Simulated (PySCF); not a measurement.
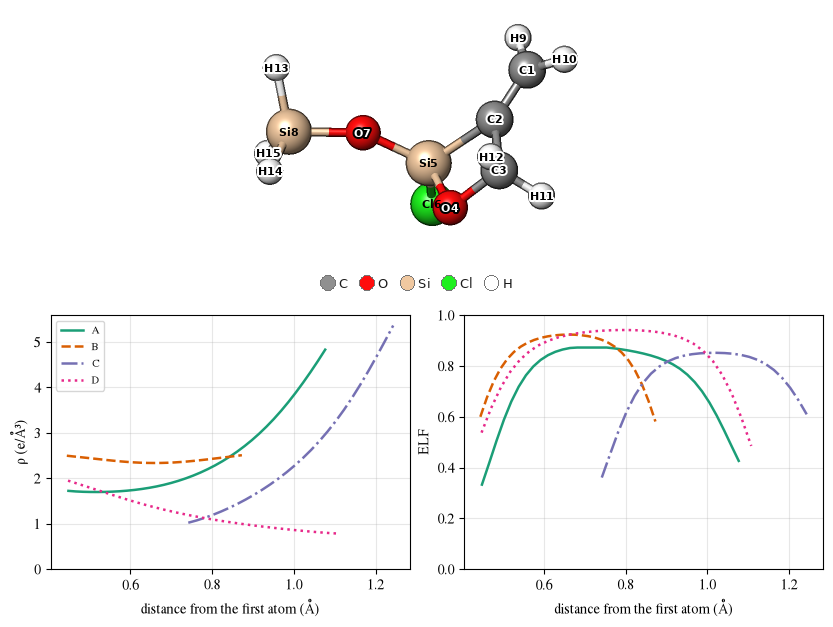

Figure 1: C₃H₇ClO₂Si₂. Electron density and electron localisation function along straight lines between neighbouring atoms. The curves leave out the atomic cores. The structure is drawn too.

Geometry: GFN2-xTB.

Computed with PySCF 2.14.0, PBE0/pcSseg-1, SCF density, gas phase, non-relativistic.

```
atom    x (Å)    y (Å)    z (Å)
   C  -2.3389   0.4471   0.9013
   C  -1.4996   0.2613  -0.0971
   C  -1.4177   0.9161  -1.4487
   O  -0.2860   0.2093  -1.9777
  Si   0.0002  -0.7374  -0.6490
  Cl  -0.0934  -2.6921  -1.0418
   O   1.3739  -0.4361   0.1214
  Si   2.9944  -0.4369   0.3278
   H  -2.2641  -0.1183   1.8139
   H  -3.1345   1.1747   0.8458
   H  -2.2858   0.7377  -2.0854
   H  -1.1960   1.9838  -1.4141
   H   3.1339   0.1703   1.6469
   H   3.5792   0.3586  -0.7474
   H   3.4301  -1.8302   0.2765
```

**Which curve belongs to which contact (C–C, C–O, C–Si and Si–O)? The first atom named is at distance zero.**

Curve A: C–O (1.44 Å): ρ is about 1.9 e/Å³ halfway, with its minimum of 1.7 e/Å³ about 0.5 Å from C; the ELF peaks at about 0.85 between the atoms; a polar covalent bond. Curve B: C–C (1.32 Å): ρ at the midpoint is about 2.3 e/Å³; the ELF peaks at about 0.90 between the atoms; a short, multiple covalent bond. Curve C: Si–O (1.60 Å): ρ is about 1.2 e/Å³ halfway; the ELF peaks at about 0.85 between the atoms; a short, strongly polar bond. Curve D: C–Si (1.88 Å): ρ is about 0.92 e/Å³ halfway; the ELF peaks at about 0.95 between the atoms; localised, covalent bonding.
